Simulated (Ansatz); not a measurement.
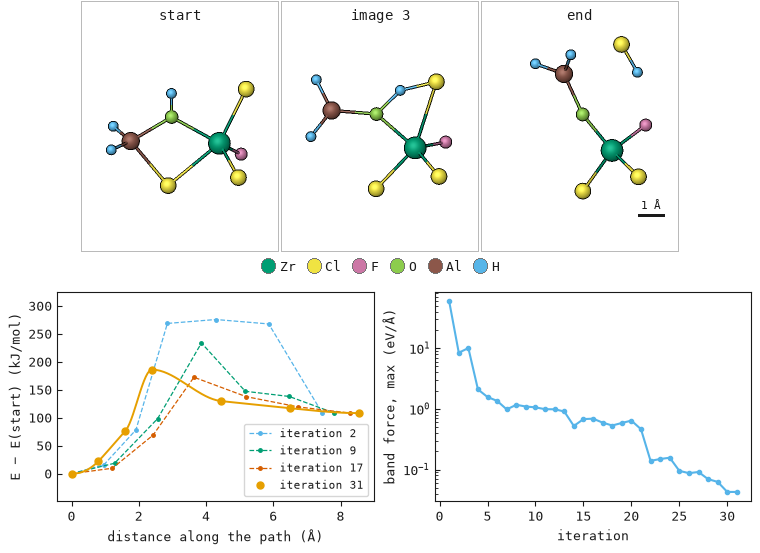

A nudged-elastic-band calculation for ZrAlH₃OCl₃F. Images are numbered from 0 (start) to 6 (end). The plot follows the band through its iterations. A ball-and-stick model, seen face on.

Computed with RHF/def2-SVP (Ansatz). Set-up: 5 movable images; climbing image; force threshold 0.05 eV/Å; iteration limit 60; starting path through a guess of the saddle point.

Q: Judge this run.

A: The run is converged, with reservations. The band converged in 31 iterations. The largest component of the band force went from 59 to 0.043 eV/Å. The climbing image converged on the top of the path. Its vibrational analysis gives 2 imaginary modes over 30i cm⁻¹, so it isn't confirmed as a transition state. The first iteration put the highest image at 1397.6 kJ/mol. The energy climbs by 186.2 kJ/mol to image 3 and then falls by 77.8 kJ/mol, so the end point sits at +108.4 kJ/mol.

Limits of the set-up: Hartree-Fock leaves out electron correlation.

The run took 4.9 min on 4 threads of INTEL(R) XEON(R) PLATINUM 8581C CPU @ 2.10GHz (Emerald Rapids), with other jobs on the host, peak memory 0.5 GiB.
